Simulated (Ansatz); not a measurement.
Mo2O4 (charge −1, quartet)

The calculation's input:

```
crystal:
  periodic: [false, false, false]
  atoms:
    - {symbol: Mo, position_ang: [0.113253, -1.133310, 0.018215]}
    - {symbol: Mo, position_ang: [-0.747396, 1.606532, -0.056796]}
    - {symbol: O, position_ang: [0.379463, 2.883191, 0.081703]}
    - {symbol: O, position_ang: [-0.876546, 0.044616, -1.134026]}
    - {symbol: O, position_ang: [-0.692328, -2.095200, 1.202843]}
    - {symbol: O, position_ang: [1.823554, -1.305829, -0.111929]}
basis:
  gaussian: {orbitals: def2-TZVPD, initial_orbitals: start.molden}
total_charge: -1
magnetization: {spin_polarized: true, initial_magnetization: 3}
hamiltonian: {xc: pbe0, dispersion: d4}
scf: {omitted_lower_state_checks: [starts]}
output: {orbitals: {seedname: orbitals}}
```

Run with:

```sh
ansatz run in.yaml --threads 4 --pin off --events-out ev --progress --plain --max-ram 4787MiB
```

Geometry: r2SCAN-D4/def2-SVPD; ⟨S²⟩ = 3.94, above the pure value of 3.75; core potentials replace the inner electrons of Mo.

The calculation used UKS PBE0-D4/def2-TZVPD in Ansatz 0.2.0.

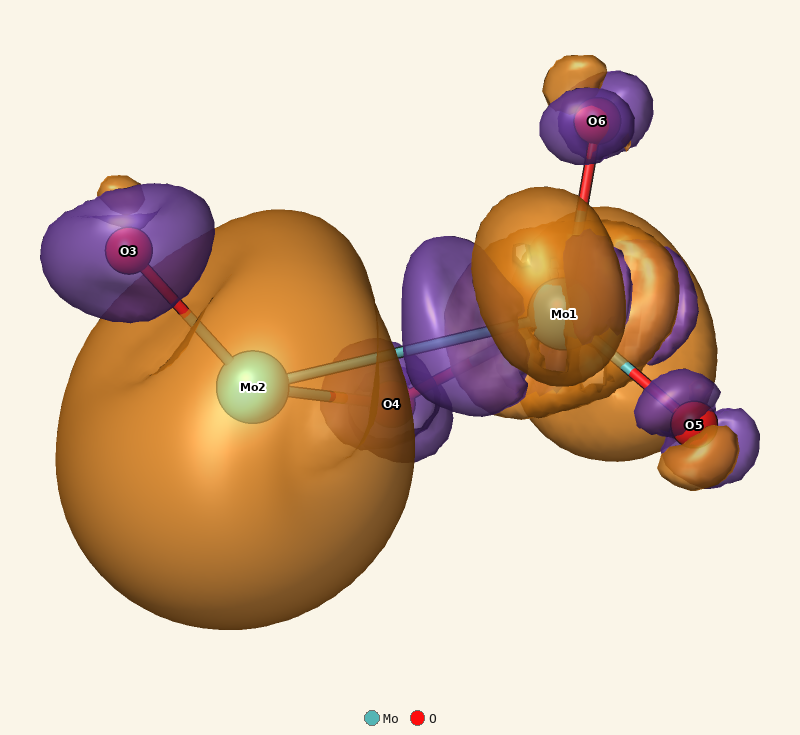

Figure 1. Isosurfaces of the spin density (α minus β) at +0.02 (orange) and −0.02 e/Å³ (purple), seen across its widest extent.

> Where is the unpaired spin?

The unpaired spin (3 electrons) lies mostly on Mo2 (about 2.6) and Mo1 (about 0.5), in electrons by Hirshfeld's partition, with opposite, polarisation-induced spin on O3.

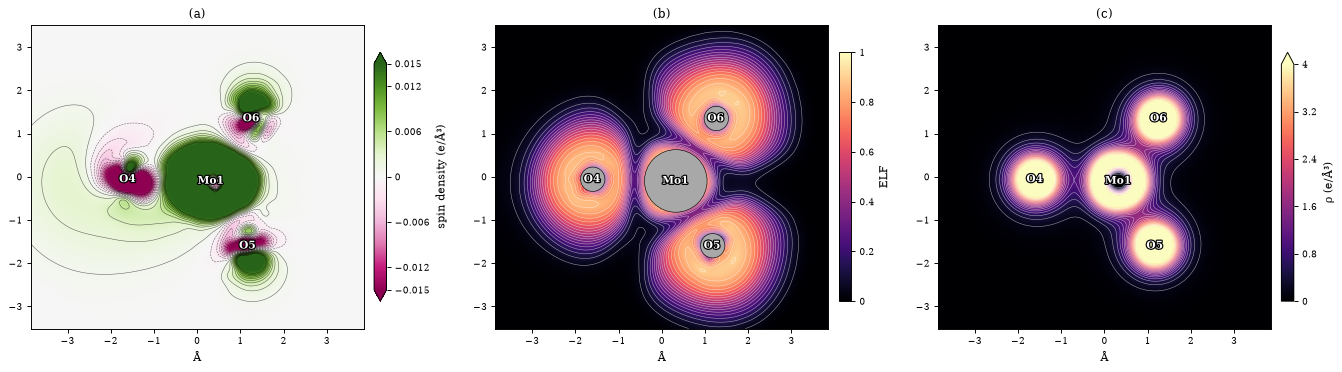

Figure 2. (a) spin density (α minus β); (b) ELF; (c) electron density on the plane of atoms O4, Mo1 and O5. Grey discs cover the atomic cores in the ELF map.

> Interpret the plot.

The section cuts through Mo and O sites. Mo–O (1.73 Å): the density is about 1.7 e/Å³ at the midpoint; the ELF peaks at about 0.80 in the valence shell of O, 0.5 Å from its nucleus, and drops to about 0.35 between the two atoms. Mo–O (1.92 Å): ρ at the midpoint is about 1 e/Å³; the ELF peaks at about 0.80 in the valence shell of O, 0.6 Å from its nucleus, and drops to about 0.25 between the two atoms.

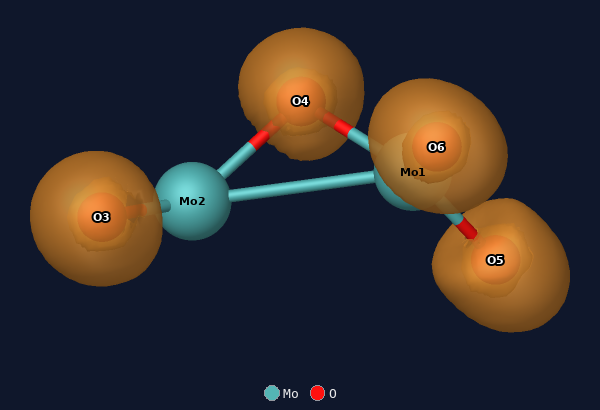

Figure 3. Isosurface of the ELF at 0.75 (orange), seen from one side. Only the valence region is drawn (cores and ρ < 0.01 e/Å³ removed).

> Where are the electrons localised?

The surface consists of four regions wrapped around O (the valence shell of each).


Mo–O (1.71 Å): the ELF peaks at about 0.80 in the valence shell of O, 0.5 Å from its nucleus, and drops to about 0.35 between the two atoms. Mo–Mo (2.87 Å): the ELF is about 0.30 at the midpoint.
